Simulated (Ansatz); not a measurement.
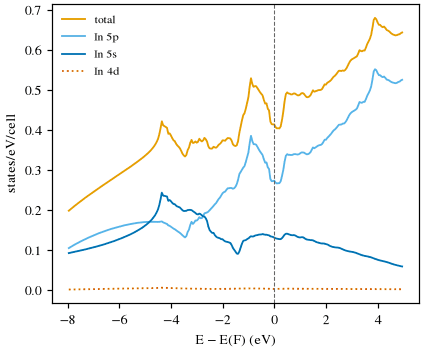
*Total and projected density of states of In (body-centred tetragonal, space group No. 139), the program Ansatz at the PBEsol level (PAW)*

Problem. Which orbitals carry the states next to the Fermi level?

Solution. Within 0.5 eV of the Fermi level: In 5p 67 %, In 5s 30 %. Projections are on Löwdin-orthogonalised atomic valence shells; empty p or d shells of many metals are not among them.

Problem. Where is the tallest occupied peak in this window, and what makes it?

Solution. Near -0.9 eV, about 0.53 states/eV per cell; the largest projected share is In 5p.

Space group I4/mmm (body-centred tetragonal). Symmetry was held in the PBEsol relaxation. Spin–orbit coupling is left out wherever it is not named.

Potentials: the later of the program's two PAW sets.
